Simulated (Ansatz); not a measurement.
**Profile along the Ti–O line in BaTiO3 (tetragonal-perovskite type, space group P4mm)**

BaTiO₃ (tetragonal-perovskite type, space group P4mm)

```yaml
crystal:
  lattice:
    - [3.98546, 0.00000, 0.00000]
    - [0.00000, 3.98546, 0.00000]
    - [0.00000, 0.00000, 4.20133]
  atoms:
    - { symbol: Ti, position: [0.50000, 0.50000, 0.45767] }
    - { symbol: Ba, position: [0.00000, 0.00000, 0.94044] }
    - { symbol: O, position: [0.50000, 0.50000, 0.88899] }
    - { symbol: O, position: [0.50000, 0.00000, 0.40945] }
    - { symbol: O, position: [0.00000, 0.50000, 0.40945] }
```

Fields along a shortest Ti–O line of a (010) plane (1.81 Å), from Ti to O, interpolated on the slice's grid (step about 0.2 Å). All values below come from PBE (plane waves to 420 eV, PAW, scalar-relativistic; Ansatz, a program for electronic structure). k mesh 8×8×8. These are valence fields of a PAW run, semicore shells included where kept as valence: close to a nucleus they are smooth pseudo fields. BaTiO3 is run without spin polarisation. BaTiO3 was relaxed with its symmetry unable to fall.

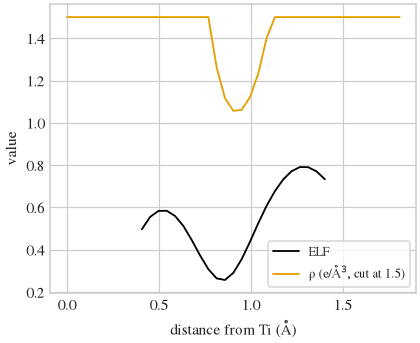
Fig. 1. ELF (away from the nuclei) and valence density from Ti to O.

Density on the Ti–O line (1.81 Å) at its midpoint: 1.06 e/Å³. ELF at that point: 0.3.
